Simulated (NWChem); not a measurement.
# the pair ZnHBr···BH2SCl, step by step

We compute a single-point energy (singlet ZnBH3SBrCl, PBE0-D3(0)/3-21G), then a single-point energy (singlet ZnHBr, PBE0-D3(0)/3-21G), then the energy (singlet BH2SCl, PBE0-D3(0)/3-21G), then a single-point energy (singlet ZnHBr, PBE0-D3(0)/3-21G), then a single-point energy (singlet BH2SCl, PBE0-D3(0)/3-21G) of BBrClH3SZn and its partners. 

The calculation is run with NWChem 7.3.0.

### 1 The molecule

ZnBH3SBrCl: 8 atoms, total charge 0, spin state singlet. The two molecules were placed rigidly side by side, at 1.3 times their contact distance; the pair isn't optimised.

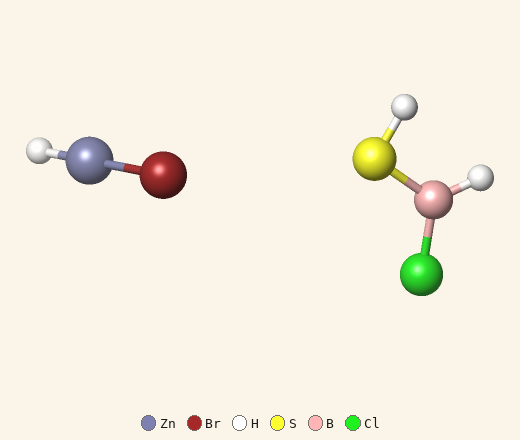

Viewed from a chosen angle; zinc blue, bromine red, hydrogen white, sulfur yellow, boron pink, chlorine green.

### 2 The energy at PBE0-D3(0)/3-21G (run 1)

Input file bbrclh3szn.nw:

```
start bbrclh3szn
title "BBrClH3SZn energy"
memory stack 880 mb heap 220 mb global 1100 mb

geometry noautosym nocenter noautoz
  Zn      -0.190170      -0.089730      -0.113800
  Br       1.593030       0.751470       0.952900
  H       -1.402870      -0.661730      -0.839100
  S        4.878540      -0.524200       4.160210
  B        4.775260      -0.876250       5.900490
  Cl       3.551220      -0.067390       6.845540
  H        5.911190      -1.346280       3.910510
  H        5.511320      -1.641840       6.434480
end

basis spherical bse
  Zn library 3-21G
  Br library 3-21G
  H library 3-21G
  S library 3-21G
  B library 3-21G
  Cl library 3-21G
end

dft
  xc pbe0
  mult 1
  disp vdw 3
  grid fine
  convergence energy 1e-08
  iterations 100
  mulliken
  print low
end

task dft
```

Command:

```console
$ nwchem bbrclh3szn.nw > bbrclh3szn.out
```

Log (excerpt; [...] marks lines left out):

```text
[...]
 d= 0,ls=0.0,diis     1  -5212.0919140073 -5.81D+03  1.90D-02  6.07D-01     1.4
[...]
 d= 0,ls=0.0,diis    10  -5212.1968260910 -3.48D-10  2.27D-07  2.49D-10    10.2
         Total DFT energy =    -5212.196826091010
      One electron energy =    -8461.204176971449
           Coulomb energy =     2868.192936838022
    Exchange-Corr. energy =     -220.751975478425
 Nuclear repulsion energy =      601.568141927209
    Dispersion correction =       -0.001752406368
[...]
      Total Density - Mulliken Population Analysis
     ---------------------------------------------
    Atom       Charge   Shell Charges
 -----------   ------   -------------------------------------------------------
    1 Zn  30    29.68   2.00  2.00  6.00  2.00  5.97  1.00  0.75  0.10  0.05  5.05  4.77
    2 Br  35    35.26   2.00  2.00  5.99  2.00  5.96  0.81  2.36  1.19  2.96 10.00
    3 H    1     1.06   0.41  0.66
    4 S   16    16.00   2.00  1.96  5.88  1.05  2.54  0.92  1.65
    5 B    5     5.13   1.99  0.44  1.31  0.66  0.74
    6 Cl  17    17.10   2.00  1.95  5.90  1.16  3.11  0.87  2.11
    7 H    1     0.88   0.44  0.44
    8 H    1     0.89   0.45  0.44
[...]
```

Wall time 11 s (1 thread of Intel Xeon Platinum 8488C (Sapphire Rapids), shared host); peak memory 0.13 GiB.

### 3 ZnHBr: a single-point energy at PBE0-D3(0)/3-21G (run 2)

Input file brhzn.nw:

```
echo
start brhzn
memory stack 880 mb heap 220 mb global 1100 mb

geometry noautosym nocenter noautoz
Zn      -0.190170      -0.089730      -0.113800
Br       1.593030       0.751470       0.952900
H       -1.402870      -0.661730      -0.839100
end

basis spherical bse
* library 3-21G
end

dft
xc pbe0
disp vdw 3
grid fine
convergence energy 1e-08
maxiter 100
mulliken
print low
end

task dft energy
```

Command:

```console
$ nwchem brhzn.nw > brhzn.out
```

Log (excerpt; [...] marks lines left out):

```text
[...]
 d= 0,ls=0.0,diis     1  -4332.3313430919 -4.60D+03  2.06D-02  1.94D-01     0.6
[...]
 d= 0,ls=0.0,diis     8  -4332.3726639987 -2.43D-10  6.21D-07  3.34D-09     3.1
         Total DFT energy =    -4332.372663998719
      One electron energy =    -6571.014935141558
           Coulomb energy =     2137.887620145483
    Exchange-Corr. energy =     -162.439399546551
 Nuclear repulsion energy =      263.194259875654
    Dispersion correction =       -0.000209331748
[...]
      Total Density - Mulliken Population Analysis
     ---------------------------------------------
    Atom       Charge   Shell Charges
 -----------   ------   -------------------------------------------------------
    1 Zn  30    29.67   2.00  2.00  6.00  2.00  5.97  1.00  0.75  0.09  0.05  5.05  4.77
    2 Br  35    35.26   2.00  2.00  5.99  2.00  5.96  0.81  2.36  1.19  2.97 10.00
    3 H    1     1.06   0.40  0.66
[...]
```

Run time: 3.9 s. Hardware: 1 thread of Intel Xeon Platinum 8488C (Sapphire Rapids), shared host; peak memory 0.12 GiB.

### 4 BH2SCl: a single-point energy at PBE0-D3(0)/3-21G (run 3)

Input file bclh2s.nw:

```
echo
start bclh2s
memory total 2200 mb

geometry units angstrom noautosym nocenter noautoz
  S     4.878540   -0.524200    4.160210
  B     4.775260   -0.876250    5.900490
  Cl    3.551220   -0.067390    6.845540
  H     5.911190   -1.346280    3.910510
  H     5.511320   -1.641840    6.434480
end

basis "ao basis" spherical bse
  * library 3-21G
end

dft
  xc pbe0
  disp vdw 3
  grid fine
  convergence energy 1e-08
  iterations 100
  mulliken
  noprint "final vectors analysis"
end

task dft
```

Command:

```console
$ nwchem bclh2s.nw > bclh2s.out
```

Log (excerpt; [...] marks lines left out):

```text
[...]
          Wavefunction type:  closed shell.
          No. of atoms     :     5
          No. of electrons :    40
[...]
          Charge           :     0
          Spin multiplicity:     1
[...]
          AO basis - number of functions:    39
[...]
              XC Information
              --------------
                         PBE0 Method XC Functional
                     Hartree-Fock (Exact) Exchange  0.250
          PerdewBurkeErnzerhof Exchange Functional  0.750
            Perdew 1991 LDA Correlation Functional  1.000 local
           PerdewBurkeErnz. Correlation Functional  1.000 non-local
[...]
 d= 0,ls=0.0,diis     1   -879.7622359080 -9.96D+02  3.30D-02  4.05D-01     0.4
[...]
 d= 0,ls=0.0,diis     8   -879.8238438534 -5.60D-09  7.38D-06  4.41D-08     2.1
         Total DFT energy =     -879.823843853372
      One electron energy =    -1445.064201896142
           Coulomb energy =      507.575896126341
    Exchange-Corr. energy =      -58.313886094316
 Nuclear repulsion energy =      115.979389395505
    Dispersion correction =       -0.001041384760
[...]
      Total Density - Mulliken Population Analysis
     ---------------------------------------------
    Atom       Charge   Shell Charges
 -----------   ------   -------------------------------------------------------
    1 S   16    16.01   2.00  1.96  5.88  1.05  2.55  0.92  1.67
    2 B    5     5.13   1.99  0.44  1.31  0.66  0.73
    3 Cl  17    17.10   2.00  1.95  5.90  1.16  3.11  0.87  2.11
    4 H    1     0.88   0.44  0.43
    5 H    1     0.89   0.45  0.44
[...]
```

Run time: 2.8 s. Hardware: 1 thread of Intel Xeon Platinum 8488C (Sapphire Rapids), shared host; peak memory 0.12 GiB.

### 5 ZnHBr among ghost functions: a single-point energy at PBE0-D3(0)/3-21G (with ghost functions) (run 4)

Input file work.nw:

```
start work
title "BrHZn energy"
memory 2200 mb
charge 0

geometry units angstroms noautosym nocenter noautoz
 Zn   -0.190170   -0.089730   -0.113800
 Br    1.593030    0.751470    0.952900
 H    -1.402870   -0.661730   -0.839100
 bqS      4.878540    -0.524200     4.160210
 bqB      4.775260    -0.876250     5.900490
 bqCl     3.551220    -0.067390     6.845540
 bqH      5.911190    -1.346280     3.910510
 bqH      5.511320    -1.641840     6.434480
end

basis "ao basis" spherical bse
 Zn library 3-21G
 Br library 3-21G
 H library 3-21G
 bqS library S 3-21G
 bqB library B 3-21G
 bqCl library Cl 3-21G
 bqH library H 3-21G
end

dft
 xc pbe0
 disp vdw 3
 grid fine
 convergence energy 1e-08
 iterations 100
 mulliken
 noprint "final vectors analysis"
end

task dft energy
```

Command:

```console
$ nwchem work.nw > work.out
```

Log (excerpt; [...] marks lines left out):

```text
[...]
          Wavefunction type:  closed shell.
          No. of atoms     :     8
          No. of electrons :    66
[...]
          Charge           :     0
          Spin multiplicity:     1
[...]
          AO basis - number of functions:    90
[...]
              XC Information
              --------------
                         PBE0 Method XC Functional
                     Hartree-Fock (Exact) Exchange  0.250
          PerdewBurkeErnzerhof Exchange Functional  0.750
            Perdew 1991 LDA Correlation Functional  1.000 local
           PerdewBurkeErnz. Correlation Functional  1.000 non-local
[...]
 d= 0,ls=0.0,diis     1  -4332.3314798293 -4.60D+03  1.17D-02  1.94D-01     1.3
[...]
 d= 0,ls=0.0,diis     8  -4332.3727876035 -2.80D-10  3.52D-07  3.35D-09     7.7
         Total DFT energy =    -4332.372787603522
      One electron energy =    -6571.006297509726
           Coulomb energy =     2137.878592609623
    Exchange-Corr. energy =     -162.439133247325
 Nuclear repulsion energy =      263.194259875654
    Dispersion correction =       -0.000209331748
[...]
      Total Density - Mulliken Population Analysis
     ---------------------------------------------
    Atom       Charge   Shell Charges
 -----------   ------   -------------------------------------------------------
    1 Zn  30    29.67   2.00  2.00  6.00  2.00  5.97  1.00  0.75  0.09  0.05  5.05  4.77
    2 Br  35    35.26   2.00  2.00  5.99  2.00  5.96  0.81  2.36  1.19  2.97 10.00
    3 H    1     1.06   0.40  0.66
    4 X    0     0.00   0.00  0.00 -0.00 -0.00 -0.00 -0.00  0.00
    5 X    0     0.00  -0.00 -0.00  0.00  0.00  0.00
    6 X    0     0.00  -0.00 -0.00 -0.00 -0.00  0.00  0.00  0.00
    7 X    0     0.00   0.00  0.00
    8 X    0    -0.00   0.00 -0.00
[...]
```

Run time: 8.4 s. Hardware: 1 thread of Intel Xeon Platinum 8488C (Sapphire Rapids), shared host; peak memory 0.13 GiB.

### 6 BH2SCl among ghost functions: a single-point energy at PBE0-D3(0)/3-21G (with ghost functions) (run 5)

Input file bclh2s.nw:

```
start bclh2s
title "BClH2S"
memory total 2200 mb

geometry units au noautosym nocenter noautoz
   S    9.21910449  -0.99059443   7.86165752
   B    9.02393357  -1.65587252  11.15031010
   Cl   6.71083321  -0.12734864  12.93619578
   H   11.17053017  -2.54410049   7.38979291
   H   10.41488539  -3.10262794  12.15940495
   bqZn    -0.359369    -0.169565    -0.215051
   bqBr     3.010390     1.420072     1.800720
   bqH     -2.651040    -1.250488    -1.585669
end

basis spherical bse
   S library 3-21G
   B library 3-21G
   Cl library 3-21G
   H library 3-21G
   bqZn library Zn 3-21G
   bqBr library Br 3-21G
   bqH library H 3-21G
end

dft
   xc pbe0
   disp vdw 3
   grid fine
   convergence energy 1e-08
   maxiter 100
   mulliken
   print low
end

task dft energy
```

Command:

```console
$ nwchem bclh2s.nw > bclh2s.out
```

Log (excerpt; [...] marks lines left out):

```text
[...]
 d= 0,ls=0.0,diis     1   -879.7623113697 -9.96D+02  1.43D-02  4.05D-01     1.2
[...]
 d= 0,ls=0.0,diis     8   -879.8239317062 -5.63D-09  3.21D-06  4.46D-08     7.0
         Total DFT energy =     -879.823931706175
      One electron energy =    -1445.060400492717
           Coulomb energy =      507.571728592769
    Exchange-Corr. energy =      -58.313599383265
 Nuclear repulsion energy =      115.979380962122
    Dispersion correction =       -0.001041385084
[...]
      Total Density - Mulliken Population Analysis
     ---------------------------------------------
    Atom       Charge   Shell Charges
 -----------   ------   -------------------------------------------------------
    1 S   16    16.01   2.00  1.96  5.88  1.05  2.55  0.92  1.67
    2 B    5     5.13   1.99  0.44  1.31  0.66  0.73
    3 Cl  17    17.10   2.00  1.95  5.90  1.16  3.11  0.87  2.11
    4 H    1     0.88   0.44  0.43
    5 H    1     0.89   0.45  0.44
    6 X    0     0.00  -0.00  0.00 -0.00  0.00 -0.00 -0.00 -0.00  0.00  0.00 -0.00 -0.00
    7 X    0     0.00  -0.00 -0.00 -0.00 -0.00 -0.00 -0.00 -0.00 -0.00  0.00 -0.00
    8 X    0    -0.00  -0.00 -0.00
[...]
```

Run time: 7.8 s. Hardware: 1 thread of Intel Xeon Platinum 8488C (Sapphire Rapids), shared host; peak memory 0.13 GiB.

### 7 Results

| quantity | value |
| --- | --- |
| run 1, PBE0-D3(0)/3-21G: total energy | -5212.19683 Eh |
| run 1, PBE0-D3(0)/3-21G: dispersion energy | -4.60 kJ/mol |
| ZnHBr: total energy | -4332.37266 Eh |
| ZnHBr: dispersion energy | -0.55 kJ/mol |
| BH2SCl: total energy | -879.82384 Eh |
| BH2SCl: dipole moment | 2.28 D |
| BH2SCl: dispersion energy | -2.73 kJ/mol |
| ZnHBr among ghost functions: total energy | -4332.37279 Eh |
| ZnHBr among ghost functions: dipole moment | 1.62 D |
| ZnHBr among ghost functions: dispersion energy | -0.55 kJ/mol |
| BH2SCl among ghost functions: total energy | -879.82393 Eh |
| BH2SCl among ghost functions: dispersion energy | -2.73 kJ/mol |
| interaction energy of the rigid parts ZnHBr and BH2SCl (parts in their own basis; closest atoms 4.77 Å apart) | -0.009 eV |
| interaction energy of the rigid parts ZnHBr and BH2SCl (parts in the whole basis, counterpoise; closest atoms 4.77 Å apart) | -0.003 eV |

What this shows: The interaction energy of the rigid parts ZnHBr and BH2SCl (parts in their own basis; closest atoms 4.77 Å apart) is −0.01 eV (−0.8 kJ/mol). Without counterpoise this holds the superposition error of the basis. The interaction energy of the rigid parts ZnHBr and BH2SCl (parts in the whole basis, counterpoise; closest atoms 4.77 Å apart) is −0.00 eV (−0.3 kJ/mol). The basis-set superposition error is 0.6 kJ/mol.
